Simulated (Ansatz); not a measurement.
BCuHN$_{2}$ (doublet)

The calculation's input:

```
crystal:
  periodic: [false, false, false]
  atoms:
    - {symbol: B, position_ang: [-2.895871, 1.887523, 1.093617]}
    - {symbol: Cu, position_ang: [-0.412155, 2.187994, 1.987697]}
    - {symbol: N, position_ang: [-3.688131, 0.948156, 0.600772]}
    - {symbol: "N", position_ang: [-2.058280, 2.800107, 1.594974]}
    - {symbol: H, position_ang: [-4.650562, 1.110121, 0.323252]}
basis:
  gaussian:
    orbitals: def2-TZVPD
output: {forces: true, orbitals: {seedname: orbitals}}
magnetization:
  spin_polarized: true
  initial_magnetization: 1
hamiltonian:
  xc: pbe0
total_charge: 0
```

Run with:

```sh
ansatz run input.yaml --threads 1 --pin off --max-ram 2610MiB --events-out events.jsonl --progress --plain --runs-dir runs
```

Geometry: PBE0-D3(BJ)/def2-SVP.

Method: Ansatz, isolated molecule in a Gaussian basis; Kohn-Sham density functional theory, functional PBE0.

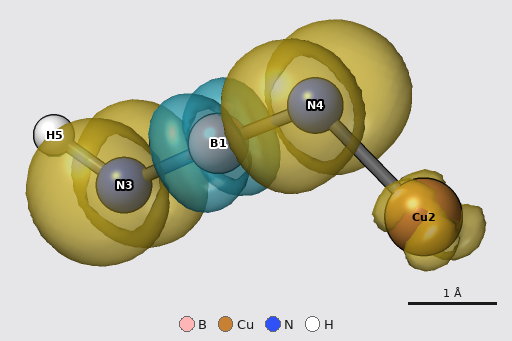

Figure 1. Isosurfaces of the spin density (α minus β) at +0.02 (yellow) and −0.02 e/Å³ (cyan), seen at a tilt.

**Which atoms carry the spin?**

The unpaired spin (1 electron) lies mostly on N4 (about 0.5) and N3 (about 0.4), in electrons by Hirshfeld's partition.

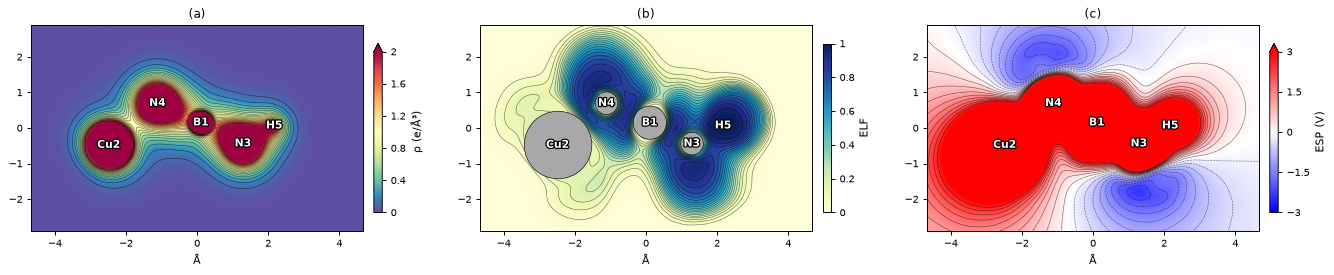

Figure 2. (a) total electron density; (b) electron localisation function; (c) electrostatic potential on the molecular plane. Grey discs cover the atomic cores in the ELF map.

**What do the fields say about this system?**

The plane passes through B, Cu, N and H nuclei.
B–N (1.32 Å): ρ is about 2.2 e/Å³ halfway; the ELF peaks at about 0.90 between the atoms; a polar covalent bond.
Cu–N (1.80 Å): ρ is about 0.94 e/Å³ halfway; the ELF peaks at about 0.85 in the valence shell of N, 0.6 Å from its nucleus, and is about 0.25 at the midpoint.
N–H (1.01 Å): ρ at the midpoint is about 2.8 e/Å³; the ELF climbs to about 1 towards the hydrogen, as it does in any bond to H (a covalent bond by its length).
The ELF also peaks beside N3, away from the bonds: non-bonding electrons, paired or unpaired.
Outside the dense part of the molecule the potential is most negative (−2.4 V) near N3.

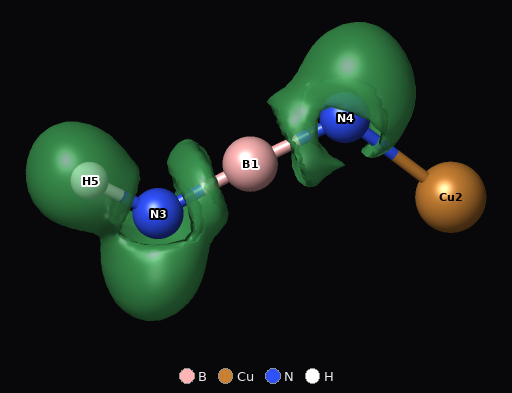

Figure 3. Isosurface of the electron localisation function at 0.8 (green), seen at a tilt. Only the valence region is drawn (cores and ρ < 0.01 e/Å³ removed).

**What do the ELF domains correspond to?**

The surface consists of one region on N in which the atom's valence shell and bonds are merged and one joined region spread over several atoms (H, N), in which their bonds and any lone pairs are merged.

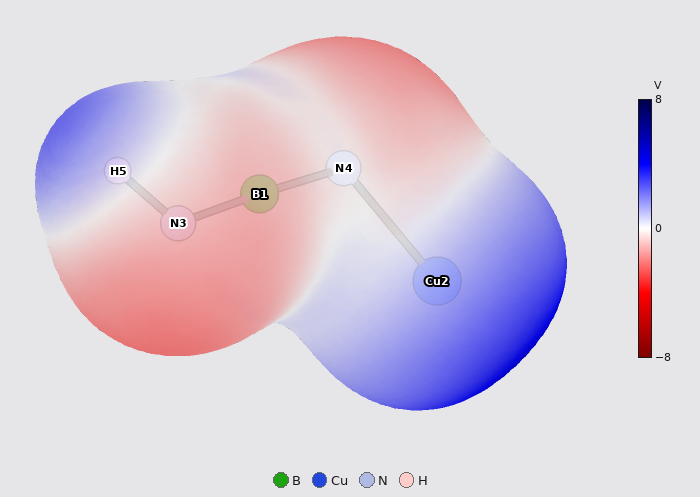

Figure 4. The electrostatic potential painted on the density surface at 0.004 e/bohr³, seen at a tilt; red is negative and blue positive.

**Where is the surface potential most negative and most positive?**

The most negative region (about −2.1 V) lies over N3, the most positive (about +5.9 V) over Cu2. N3 is the likeliest acceptor of a hydrogen bond.
